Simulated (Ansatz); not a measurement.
## Bi (R-3m, 2 atoms in the cell) under biaxial strain in the (0001) plane, that of a and b

Wanted: the shifts of the zone-centre modes of Bi (R-3m, 2 atoms in the cell) with strain.

Program: Ansatz 0.2.0. Level of theory: DFT LDA, scalar-relativistic, plane waves, PAW; PAW set soft_1. Results are calculated unless marked as measured.

The database entry behind the starting cell lists a temperature near 78 K, so it need not match the best structure at ambient conditions.

### Step 1. Starting point

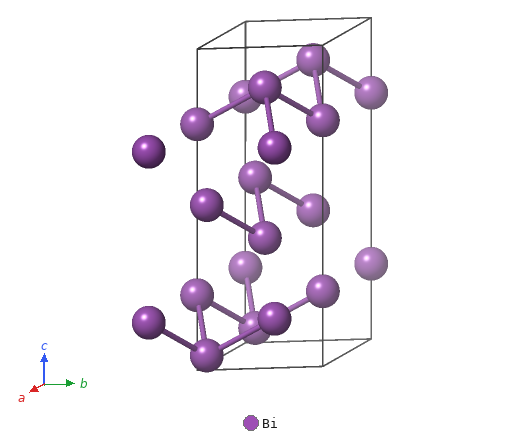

Start, viewed slightly off an axis; bismuth purple. 2×1×1 cells are drawn. This picture shows the conventional cell, with its axes. Bonds to atoms that aren't drawn are left out. Some periodic images of atoms are drawn too.

### Step 2. Relaxation

Harmonic phonons are second derivatives at a point where the forces vanish, and they are wanted at zero stress, so atoms and cell are relaxed first.

Contents of input.yaml:

```yaml
crystal:
  lattice:
    - [2.2675, 1.3091417354, 3.938]
    - [-2.2675, 1.3091417354, 3.938]
    - [0.0, -2.6182834708, 3.938]
  atoms:
    - { symbol: Bi, position: [0.234, 0.234, 0.234] }
    - { symbol: Bi, position: [0.766, 0.766, 0.766] }
kpoints:
  mp_grid: { grid: [12, 12, 12] }
hamiltonian:
  xc: lda
  pseudopotentials: { kind: paw, azcp: { folder: soft_1 }, xc_functional: pbe }
scf:
  occupations: { method: gaussian, width: 0.1 }
output:
  forces: true
  stress: true
  eigenvalues: true
relax:
  adjacent_minimum: "off"
  f_tol: 0.005
  max_steps: 80
  cell: { stress_tol: 0.05 }
```

Run with:

```bash
> ansatz run input.yaml --threads 4 --pin off --max-ram 10240MiB --backend cpu --events-out ev --progress --plain --runs-dir out
```

Numbers of over 12 decimals in the logs are rounded to 6 here.

The log of the run:

```text
Engine: ansatz 0.2.0, aarch64-unknown-linux-gnu
Pseudopotentials: kind: paw
Pseudopotential: Bi, paw, valence charge 15, recommended cutoff 420 eV (normal), soft_1/Bi.paw.azcp
Functional definition: SPW92
  exchange = slater_x
  correlation = pw_c
Crystal: 2 atoms, lattice volume = 70.139 Å³
Basis set: ecut = 420 eV, 1369 PW (Γ)
Bands: 19, of which v1, the nominal top of the filled ones, is band 15 counted from 1 (14 counted from 0)
Symmetry: 12 space group operations
Space group: R-3m (ITA 166), of the structure as read, at distance tolerance 4.1e-5 Å
k-points: 189 of 1728
Non-local potential: Bi, projectors of the file, l = 0: 2, l = 1: 2, l = 2: 2, l = 3: 1
PAW form: soft (Blöchl's): semilocal exchange-correlation on the pseudo side does not see the compensation charge
PAW frozen core: Bi, regenerated for the run's functional, and the local potential with it (the file was generated under x = pbe(κ = 0.804, μ = 0.219515), c = pbe(β = 0.066725))
PAW one-centre angular grid: Bi, 590 points (default); XC on 64 Gauss nodes
Initial density: superposition of atomic densities (chi_scale 0.1, normalization cell)
Initial wavefunctions: pseudopotential atomic-orbital guess
Functional: x = slater, c = lda
SCF iter   1: F=—  HF=-24175.695018 eV  |F-HF|=—  |Δ(HF+E_count)|=         —  Δρ=1.18e-2  dr2=8.37e-2  ethr=3.10e-3  ⟨swp⟩=6.0  Hψ=18132  notcnv=0
preconditioner: auto → Kerker (q_TF=auto, 2.368 Å⁻¹)  [metal: Δε(μ)=0.035 eV  Ē_g=20.176 eV  σ=0.100 eV  W_gap=0.19  n_scr=14 (ndim 8)  ℏωp=24.3 eV  f_vac=0.000  D(μ)=0.21/eV (n_scr^D=0)]
SCF iter   2: F=—  HF=-24175.677918 eV  |F-HF|=—  |Δ(HF+E_count)|=   1.71e-2  Δρ=7.37e-3  dr2=3.57e-2  ethr=2.79e-4  ⟨swp⟩=1.0  Hψ=5103  notcnv=0
SCF iter   3: F=—  HF=-24175.669883 eV  |F-HF|=—  |Δ(HF+E_count)|=   8.04e-3  Δρ=1.02e-3  dr2=1.28e-3  ethr=1.19e-4  ⟨swp⟩=2.1  Hψ=6439  notcnv=0
SCF iter   4: F=—  HF=-24175.669687 eV  |F-HF|=—  |Δ(HF+E_count)|=   1.96e-4  Δρ=3.48e-4  dr2=1.39e-4  ethr=4.27e-6  ⟨swp⟩=3.0  Hψ=6439  notcnv=0
SCF iter   5: F=—  HF=-24175.669681 eV  |F-HF|=—  |Δ(HF+E_count)|=   5.78e-6  Δρ=1.57e-4  dr2=2.26e-5  ethr=4.62e-7  ⟨swp⟩=2.0  Hψ=6294  notcnv=0
SCF iter   6: F=—  HF=-24175.669673 eV  |F-HF|=—  |Δ(HF+E_count)|=   8.42e-6  Δρ=2.37e-5  dr2=5.55e-7  ethr=7.54e-8  ⟨swp⟩=2.0  Hψ=6428  notcnv=0
SCF iter   7: F=-24175.669673 eV  HF=-24175.669673 eV  |F-HF|=9.75e-9  |Δ(HF+E_count)|=   4.64e-8  Δρ=5.58e-6  dr2=3.66e-8  ethr=3.33e-10  ⟨swp⟩=6.0  Hψ=17237  notcnv=0
SCF 1 converged in 7 iterations: F = -24175.669673 eV  dr2 = 3.66e-8
  greatest PAW one-centre occupation: 0.988 electrons in one spin orbital (limit 2), on the Bi atom at site 1 (counted from 0), in its partial waves of l = 2
relax step   1: F+E_penalty+E_count = -24175.66967278 eV  Δ(F+E_penalty+E_count) = +0.000e0 eV  max|allowed force component| = 7.326e-2 eV/Å  Δτ_max = 0.0000 Å  P = -1.450 GPa  Ω = 70.139 Å³  (7 SCF iters, dr2 threshold 1.00e-7 eV, accepted)
Crystal: 2 atoms, lattice volume = 66.830 Å³
Basis set: ecut = 420 eV, 1309 PW (Γ)
Initial density: handed on by an earlier stage of this run
Initial wavefunctions: those handed on with the density
iter 1 solved again at ethr=1.69e-6 eV; its pass at ethr=3.10e-3 eV (dr2=5.06e-4 eV) is discarded
SCF iter   1: F=—  HF=-24175.683083 eV  |F-HF|=—  |Δ(HF+E_count)|=         —  Δρ=1.02e-3  dr2=5.18e-4  ethr=1.69e-6  ⟨swp⟩=2.4  Hψ=24823  notcnv=0
preconditioner: auto → Kerker (q_TF=auto, 2.387 Å⁻¹)  [metal: Δε(μ)=0.063 eV  Ē_g=20.430 eV  σ=0.100 eV  W_gap=0.33  n_scr=14 (ndim 8)  ℏωp=24.9 eV  f_vac=0.000  D(μ)=0.25/eV (n_scr^D=0)]
SCF iter   2: F=—  HF=-24175.683026 eV  |F-HF|=—  |Δ(HF+E_count)|=   5.68e-5  Δρ=6.03e-4  dr2=2.15e-4  ethr=1.69e-6  ⟨swp⟩=1.0  Hψ=3591  notcnv=0
SCF iter   3: F=—  HF=-24175.683011 eV  |F-HF|=—  |Δ(HF+E_count)|=   1.51e-5  Δρ=1.42e-4  dr2=2.35e-5  ethr=7.15e-7  ⟨swp⟩=1.0  Hψ=3591  notcnv=0
SCF iter   4: F=—  HF=-24175.683011 eV  |F-HF|=—  |Δ(HF+E_count)|=   5.52e-8  Δρ=4.58e-5  dr2=2.06e-6  ethr=7.84e-8  ⟨swp⟩=1.0  Hψ=3591  notcnv=0
SCF iter   5: F=-24175.683011 eV  HF=-24175.683011 eV  |F-HF|=1.48e-8  |Δ(HF+E_count)|=   6.10e-8  Δρ=1.14e-5  dr2=7.38e-8  ethr=6.67e-10  ⟨swp⟩=3.0  Hψ=14561  notcnv=0
SCF 2 converged in 5 iterations: F = -24175.683011 eV  dr2 = 7.38e-8
relax step   2: F+E_penalty+E_count = -24175.68301072 eV  Δ(F+E_penalty+E_count) = -1.334e-2 eV  max|allowed force component| = 1.056e-1 eV/Å  Δτ_max = 0.0212 Å  P = +0.604 GPa  Ω = 66.830 Å³  energy of the carried Pulay correction = +2.472e-4 eV  (5 SCF iters, dr2 threshold 2.00e-7 eV, accepted)
Crystal: 2 atoms, lattice volume = 67.351 Å³
iter 1 solved again at ethr=3.09e-7 eV; its pass at ethr=3.10e-3 eV (dr2=9.28e-5 eV) is discarded
SCF iter   1: F=—  HF=-24175.686020 eV  |F-HF|=—  |Δ(HF+E_count)|=         —  Δρ=3.81e-4  dr2=9.43e-5  ethr=3.09e-7  ⟨swp⟩=3.5  Hψ=24460  notcnv=0
preconditioner: auto → Kerker (q_TF=auto, 2.384 Å⁻¹)  [metal: Δε(μ)=0.074 eV  Ē_g=20.398 eV  σ=0.100 eV  W_gap=0.38  n_scr=14 (ndim 8)  ℏωp=24.8 eV  f_vac=0.001  D(μ)=0.25/eV (n_scr^D=0)]
SCF iter   2: F=—  HF=-24175.686009 eV  |F-HF|=—  |Δ(HF+E_count)|=   1.09e-5  Δρ=2.38e-4  dr2=4.38e-5  ethr=3.09e-7  ⟨swp⟩=1.0  Hψ=3591  notcnv=0
SCF iter   3: F=—  HF=-24175.685998 eV  |F-HF|=—  |Δ(HF+E_count)|=   1.05e-5  Δρ=4.12e-5  dr2=2.27e-6  ethr=1.46e-7  ⟨swp⟩=2.5  Hψ=4834  notcnv=0
SCF iter   4: F=-24175.685998 eV  HF=-24175.685998 eV  |F-HF|=2.06e-8  |Δ(HF+E_count)|=   3.43e-7  Δρ=1.21e-5  dr2=1.18e-7  ethr=6.67e-10  ⟨swp⟩=3.1  Hψ=14604  notcnv=0
SCF 3 converged in 4 iterations: F = -24175.685998 eV  dr2 = 1.18e-7
relax step   3: F+E_penalty+E_count = -24175.68599789 eV  Δ(F+E_penalty+E_count) = -2.987e-3 eV  max|allowed force component| = 2.409e-2 eV/Å  Δτ_max = 0.0074 Å  P = -0.008 GPa  Ω = 67.351 Å³  energy of the carried Pulay correction = +2.075e-4 eV  (4 SCF iters, dr2 threshold 2.00e-7 eV, accepted)
[...]
relax step   4: F+E_penalty+E_count = -24175.68719833 eV  Δ(F+E_penalty+E_count) = -1.200e-3 eV  max|allowed force component| = 1.130e-2 eV/Å  Δτ_max = 0.0115 Å  P = +0.042 GPa  Ω = 66.942 Å³  energy of the carried Pulay correction = +2.386e-4 eV  (4 SCF iters, dr2 threshold 2.00e-7 eV, accepted)
[...]
relax step   5: F+E_penalty+E_count = -24175.68722828 eV  Δ(F+E_penalty+E_count) = -2.995e-5 eV  max|allowed force component| = 4.308e-3 eV/Å  Δτ_max = 0.0028 Å  P = +0.010 GPa  Ω = 67.041 Å³  energy of the carried Pulay correction = +2.311e-4 eV  (4 SCF iters, dr2 threshold 8.05e-9 eV, accepted)
Initial wavefunctions: pseudopotential atomic-orbital guess (no wavefunctions were taken with the density)
iter 1 solved again at ethr=1.99e-7 eV; its pass at ethr=3.10e-3 eV (dr2=5.96e-5 eV) is discarded
SCF iter   1: F=—  HF=-24175.687003 eV  |F-HF|=—  |Δ(HF+E_count)|=         —  Δρ=3.15e-5  dr2=1.22e-7  ethr=1.99e-7  ⟨swp⟩=3.8  Hψ=29549  notcnv=0
preconditioner: auto → Kerker (q_TF=auto, 2.386 Å⁻¹)  [metal: Δε(μ)=0.093 eV  Ē_g=20.414 eV  σ=0.100 eV  W_gap=0.42  n_scr=14 (ndim 8)  ℏωp=24.8 eV  f_vac=0.000  D(μ)=0.23/eV (n_scr^D=0)]
SCF iter   2: F=—  HF=-24175.687005 eV  |F-HF|=—  |Δ(HF+E_count)|=   1.39e-6  Δρ=1.65e-5  dr2=3.34e-8  ethr=4.06e-10  ⟨swp⟩=2.4  Hψ=6310  notcnv=0
SCF iter   3: F=—  HF=-24175.687005 eV  |F-HF|=—  |Δ(HF+E_count)|=   1.12e-8  Δρ=2.24e-6  dr2=1.64e-9  ethr=1.11e-10  ⟨swp⟩=2.2  Hψ=6389  notcnv=0
SCF iter   4: F=—  HF=-24175.687005 eV  |F-HF|=—  |Δ(HF+E_count)|=  1.56e-10  Δρ=3.65e-7  dr2=2.14e-10  ethr=5.45e-12  ⟨swp⟩=1.9  Hψ=4356  notcnv=0
SCF iter   5: F=—  HF=-24175.687005 eV  |F-HF|=—  |Δ(HF+E_count)|=  4.00e-11  Δρ=1.17e-7  dr2=2.14e-11  ethr=1.00e-12  ⟨swp⟩=2.2  Hψ=4433  notcnv=0
SCF iter   6: F=-24175.687005 eV  HF=-24175.687005 eV  |F-HF|=1.46e-11  |Δ(HF+E_count)|=  1.46e-11  Δρ=2.87e-8  dr2=1.05e-12  ethr=1.00e-12  ⟨swp⟩=5.1  Hψ=13833  notcnv=0
SCF 6 converged in 6 iterations: F = -24175.687005 eV  dr2 = 1.05e-12
relax step   6: F+E_penalty+E_count = -24175.68700465 eV  Δ(F+E_penalty+E_count) = +2.236e-4 eV  max|allowed force component| = 4.305e-3 eV/Å  Δτ_max = 0.0000 Å  P = +0.009 GPa  Ω = 67.041 Å³  stress off target by 1.83e-2 GPa  SCF on the basis re-selected at this cell (its energy is not comparable with the rows above)  (6 SCF iters)
basis re-selected at this cell: Δ(F+E_penalty+E_count) = +2.236e-4 eV, ΔP = -0.001 GPa vs the last step (what re-selecting the basis moved, of the pressure what is left beyond the Pulay correction that the steps carried, after the strain that the cell walked since its last selection, with what the two solves' SCF thresholds leave and, on support functions, any second-order correction that the steps lacked; it is no m [...]
SCF converged after 6 iterations
Free energy (F): -24175.687005 eV
Harris-Foulkes:  -24175.687005 eV  (|F-HF|=1.46e-11)
Internal energy: -24175.685846 eV  (E = F + TS)
E sigma→0 (E₀):  -24175.686426 eV
Entropy (-TS):   -0.001158 eV (-0.579 meV/atom)
Fermi energy:    10.115265 eV
--- Per-component energies (eV) ---
  E_band       = -205.747096
  E_kinetic    = 511.275898
  E_local      = -2644.265250  (includes V_loc(G=0)·N_el)
  E_nonlocal   = 825.191962
  E_hartree    = 980.961147
  E_xc         = -301.835956
  E_vxc        = -263.600785  (∫ρ·V_xc dr)
  E_paw        = -20705.236703  (= ΣΔE_a)
  E_vpaw       = -596.271633  (= ΣTr[D̂ρ^β])
  E_aug_tail   = 0.000447  (compensation charges beyond the density's cutoff)
  E_ewald      = -2841.767749
  E_core_change = -0.009642  (= ΣΔE_core)
  E_smearing   = -0.001158  (= −TS)
  E_closure    = 0.000000  (closes the sum)
  Σ components = -24175.687005   (vs F -24175.687005, Δ=0.00e0)
--- Forces (eV/Å), atoms counted from 1 ---
  atom   1  Bi     0.00000000    -0.00000000     0.00430452
  atom   2  Bi    -0.00000000     0.00000000    -0.00430452
  max |Σ_I F_I| component: 1.85e-17 eV/Å
--- Stress (GPa, compression-positive) ---
        0.004583       0.000000      -0.000000
        0.000000       0.004583       0.000000
       -0.000000       0.000000       0.018280
  P = ⅓ Tr σ = 0.0091 GPa (0.091 kbar)
--- Band table (eV; the first three rows and the last of 189) ---
  k-point 0: bands = [... 11 lower, 2.7094, 8.5820, 8.8110, 8.8110, 12.9120, 13.2098, 13.2098, 15.6943]
  k-point 1: bands = [... 11 lower, 2.5350, 8.6168, 8.8159, 8.8366, 12.7430, 12.8690, 13.0111, 15.3716]
  k-point 2: bands = [... 11 lower, 2.0594, 8.6856, 8.8361, 8.9242, 12.0662, 12.3998, 12.5218, 15.1414]
  k-point 188: bands = [... 11 lower, -0.1875, 9.2697, 9.5639, 9.5639, 10.5903, 10.5903, 10.6803, 17.5032]
--- Relaxed structure (5 steps of the walk, 5 accepted, 1 SCFs on fresh bases) ---
  F+E_penalty+E_count = -24175.68700465 eV   max|allowed force component| = 4.305e-3 eV/Å   (the final SCF, on the basis selected at the relaxed cell)
  cell:  # Å, volume = 67.0405 Å³
    - [2.247220, 1.297433, 3.832268]
    - [-2.247220, 1.297433, 3.832268]
    - [0, -2.594866, 3.832268]
  atoms:
    - { symbol: Bi, position: [0.237155, 0.237155, 0.237155] }
    - { symbol: Bi, position: [0.762845, 0.762845, 0.762845] }
```

The job ended after 20 s (4 threads of Arm Neoverse V1, shared host; peak memory 0.5 GiB).

Step by step:

| step | energy less that of the first step (eV) | largest force component (eV/Å) | pressure (GPa) | volume (Å³) |
| --- | --- | --- | --- | --- |
| 1 | 0.0000 | 0.0733 | -1.45 | 70.14 |
| 2 | -0.0133 | 0.1056 | 0.60 | 66.83 |
| 3 | -0.0163 | 0.0241 | -0.01 | 67.35 |
| 4 | -0.0175 | 0.0113 | 0.04 | 66.94 |
| 5 | -0.0176 | 0.0043 | 0.01 | 67.04 |
| 6* | -0.0173 | 0.0043 | 0.01 | 67.04 |

Relaxation steps marked * repeat the geometry before them on a plane-wave basis chosen anew for their cell, so energy and pressure can jump there.

The run keeps the 12 symmetry operations that it works with, so distortions that break them were not tested.

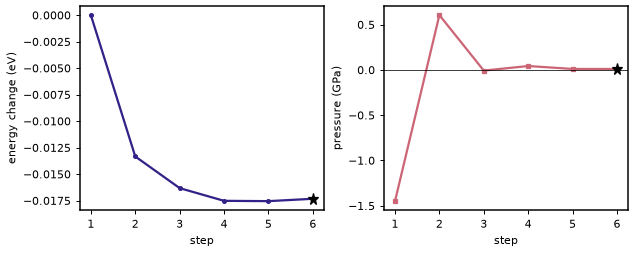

Energy and pressure along the relaxation. Stars mark steps on a basis chosen anew.

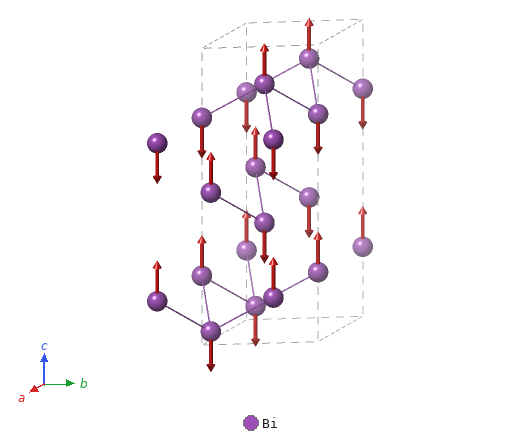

Displacements in the relaxation, exaggerated, measured against the changing cell; the longest in the cell stands for 0.04 Å. Bonds to atoms that aren't drawn are left out. 2×1×1 conventional cells are drawn. Some periodic images of atoms are drawn too.

| conventional cell, symmetrised | before | after | change |
| --- | --- | --- | --- |
| a (Å) | 4.535 | 4.494 | -0.9 % |
| b (Å) | 4.535 | 4.494 | -0.9 % |
| c (Å) | 11.814 | 11.497 | -2.7 % |
| volume (Å³/atom) | 35.07 | 33.52 | -4.4 % |

The atoms that moved most (Å, as changes of fractional coordinates times the final cell):

| atom | dx | dy | dz | length |
| --- | --- | --- | --- | --- |
| Bi1 | 0.000 | 0.000 | 0.036 | 0.036 |
| Bi2 | 0.000 | 0.000 | -0.036 | 0.036 |

Final coordinates:

```xyz
2
Lattice="2.2472 1.2974 3.8323 -2.2472 1.2974 3.8323 0.0000 -2.5949 3.8323" Properties=species:S:1:pos:R:3 pbc="T T T"
Bi    0.0000    0.0000    2.7265
Bi    0.0000    0.0000    8.7703
```

Numbers from this step:

```yaml
pressure: 0.009149 GPa
volume_per_atom: 33.52 Å³
gap_on_the_k_mesh: 0 eV
```

In this step the volume went from 35.07 to 33.52 Å³/atom.

### Step 3. Tight relaxation

Phonons need small forces and stress, so the relaxation is finished with tight tolerances on 12×12×12 k points.

input.yaml, the sections that differ from step 2:

```yaml
crystal:
  lattice:
    - [2.247219754, 1.2974329299, 3.8322675002]
    - [-2.247219754, 1.2974329299, 3.8322675002]
    - [0.0, -2.5948658598, 3.8322675002]
  atoms:
    - { symbol: Bi, position: [0.2371545987, 0.2371545987, 0.2371545987] }
    - { symbol: Bi, position: [0.7628454013, 0.7628454013, 0.7628454013] }
scf:
  occupations: { method: methfessel_paxton, width: 0.2 }
relax:
  adjacent_minimum: "off"
  f_tol: 0.001
  max_steps: 60
  cell: { stress_tol: 0.01 }
# kpoints, hamiltonian, output: as in step 2
```

The log of the run:

```text
[...]
Crystal: 2 atoms, lattice volume = 67.041 Å³
Basis set: ecut = 420 eV, 1291 PW (Γ)
Bands: 19, of which v1, the nominal top of the filled ones, is band 15 counted from 1 (14 counted from 0)
Symmetry: 12 space group operations
[...]
k-points: 189 of 1728
[...]
k-point 188: bands = [... 11 lower, -0.1895, 9.2714, 9.5648, 9.5648, 10.5909, 10.5909, 10.6806, 17.5001]
--- Relaxed structure (4 steps of the walk, 4 accepted, 1 SCFs on fresh bases) ---
[...]
cell:  # Å, volume = 67.0458 Å³
    - [2.246929, 1.297265, 3.833557]
    - [-2.246929, 1.297265, 3.833557]
    - [0, -2.594530, 3.833557]
  atoms:
    - { symbol: Bi, position: [0.237162, 0.237162, 0.237162] }
    - { symbol: Bi, position: [0.762838, 0.762838, 0.762838] }
[key lines of the parts left out:]
SCF converged after 4 iterations
Free energy (F): -24175.686074 eV
Fermi energy:    10.113420 eV
P = ⅓ Tr σ = 0.0015 GPa (0.015 kbar)
```

Wall time 15 s (4 threads); peak memory 0.49 GiB.

Little changed from the start: no atom moved by 0.005 Å and no cell edge by 0.1 %.

Numbers from this step:

```
pressure : 0.001474 GPa
```

The largest force component left is 0.17 meV/Å and the pressure is 0.001 GPa, within the tolerances set. The cell now holds 33.52 Å³/atom.

### Step 4. Modes at rest

The force constants come from the linear response of the density to a displacement.

The modes at rest are the reference of the series.

input.yaml, the sections that differ from step 3:

```yaml
crystal:
  lattice:
    - [2.2469292095, 1.2972651839, 3.8335573786]
    - [-2.2469292095, 1.2972651839, 3.8335573786]
    - [0.0, -2.5945303679, 3.8335573786]
  atoms:
    - { symbol: Bi, position: [0.2371620087, 0.2371620087, 0.2371620087] }
    - { symbol: Bi, position: [0.7628379913, 0.7628379913, 0.7628379913] }
output:
  eigenvalues: true
phonons:
  method: dfpt
# kpoints, hamiltonian, scf: as in step 3
# relax: removed
```

The log of the run:

```text
[...]
Crystal: 2 atoms, lattice volume = 67.046 Å³
Basis set: ecut = 420 eV, 1291 PW (Γ), exchange–correlation on 64×64×64 points (8 copies of the dense FFT grid, shifted against one another)
Bands: 19, of which v1, the nominal top of the filled ones, is band 15 counted from 1 (14 counted from 0)
Symmetry: 12 space group operations
k-points: 476 of 1728 (irreducible under 2 space group operations, time reversal used)
[...]
SCF iter   1: F=—  HF=-24175.709801 eV  |F-HF|=—  |Δ(HF+E_count)|=         —  Δρ=1.16e-2  dr2=7.78e-2  ethr=3.10e-3  ⟨swp⟩=5.5  Hψ=43557  notcnv=0
[...]
SCF iter  10: F=-24175.686074 eV  HF=-24175.686074 eV  |F-HF|=1.09e-11  |Δ(HF+E_count)|=  1.82e-11  S|Δr|=    0.00e0  Δρ=7.16e-8  dr2=6.36e-12  ethr=1.00e-12  ⟨swp⟩=5.6  Hψ=39353  notcnv=0
SCF 1 converged in 10 iterations: F = -24175.686074 eV  dr2 = 6.36e-12
[...]
DFPT response loops at Γ: preconditioner auto → Kerker (q_TF=auto, 2.386 Å⁻¹) (partly filled bands, converged f_vac=0.000); β = 1.00, the filter's whole step (`scf.mixing.beta` (0.50) is not read by the response loops under this deck's `scf.mixing.preconditioner`; to damp them name `kerker` or `kerker_dos`, under which they read `scf.mixing.beta`, and type it under 1.00, their step now; both keys bind the ground state too); Broyden in place of MSR1
SCF converged after 10 iterations
[...]
Free energy (F): -24175.686074 eV
[...]
Internal energy: -24175.687662 eV  (E = F + TS)
E sigma→0 (E₀):  -24175.686471 eV
Entropy (-TS):   0.001587 eV (0.794 meV/atom)
Fermi energy:    10.113420 eV
[...]
--- Band table (eV; the first three rows and the last of 476) ---
  k-point 0: bands = [... 11 lower, 2.7075, 8.5774, 8.8117, 8.8117, 12.9115, 13.2081, 13.2081, 15.6905]
  k-point 1: bands = [... 11 lower, 2.5333, 8.6125, 8.8166, 8.8369, 12.7424, 12.8672, 13.0094, 15.3711]
  k-point 2: bands = [... 11 lower, 2.0580, 8.6820, 8.8366, 8.9232, 12.0644, 12.3990, 12.5201, 15.1407]
  k-point 475: bands = [... 11 lower, -0.1895, 9.2714, 9.5648, 9.5648, 10.5909, 10.5909, 10.6806, 17.5001]
--- Phonons (Γ-DFPT): 2 representative perturbations + reference, on 476 of 1728 k-points (Σ response iterations 4) ---
  k mesh reduced under 2 symmetry operations, with k and −k counted as one. Each operation leaves every solved perturbation unchanged. A smaller set is not used because it would not reduce the number of displacements times k-points to solve
  ASR residual: 2.541e-4 → 0.000e0 eV/Å²; symmetrization residual: 2.565e-5 eV/Å²
  ASR residual per site (eV/Å²): 2.54e-4 2.54e-4
  Γ frequencies (cm⁻¹): 0.00 0.00 0.00 64.24 64.24 99.58
  non-analytic LO–TO correction: not included (Born effective charges unavailable; polar crystals: no LO–TO splitting at Γ)
```

The job ended after 37 s (4 threads; peak memory 1.7 GiB).

In the SCF lines HF is the Harris–Foulkes energy and dr2 the Hartree energy of the density residual, in eV; the loop may stop once dr2 is under the threshold and the program's other checks hold. Hψ counts applications of the Hamiltonian.

This step gave:

| Property | Result |
| --- | --- |
| sum-rule residual before enforcement | 2.54e-4 eV/Å² |
| point group | -3m |
| highest optical mode at the zone centre (no LO-TO term) | 99.58 cm⁻¹ |
| lowest optical zone-centre mode | 64.24 cm⁻¹ |

Patterns of degenerate modes are one choice out of their space. Modes at Γ:

| mode | frequency (cm⁻¹) | symmetry |
| --- | --- | --- |
| 1 | 0.0 | acoustic |
| 2 | 0.0 | acoustic |
| 3 | 0.0 | acoustic |
| 4 | 64.2 | Eg |
| 5 | 64.2 | Eg |
| 6 | 99.6 | A1g |

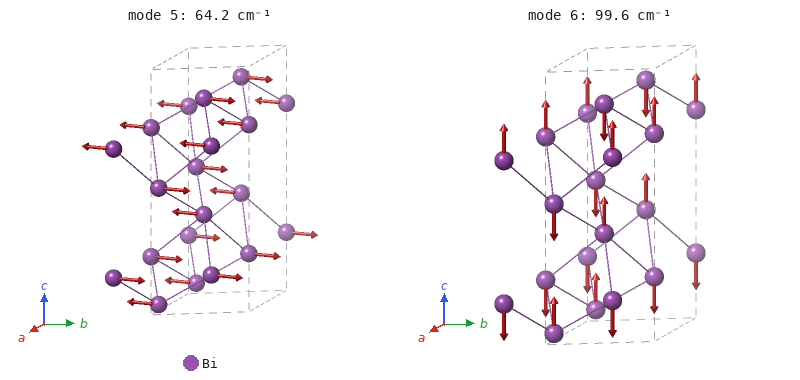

Displacement patterns of modes 5 and 6 at Γ; arrows are exaggerated. 2×1×1 conventional cells are drawn. Some periodic images of atoms are drawn too.

Before it was imposed, the acoustic sum rule was missed by 2.5e-4 eV/Å². Small misses are needed for a sound result but don't prove that mesh and cutoff are converged. The lowest optical mode is real, 64.2 cm⁻¹.

(Part 1 of 2 ends here.)

[Logs are printed without paths, hosts, clocks, repeated set-up lines and the standing remarks that a program may print on its own settings, such as how far it seeks lower states.]

[Hosts, paths, dates, database ids (printed as entryN), source tags and the programs' standing remarks are cut or masked in the printed files.]
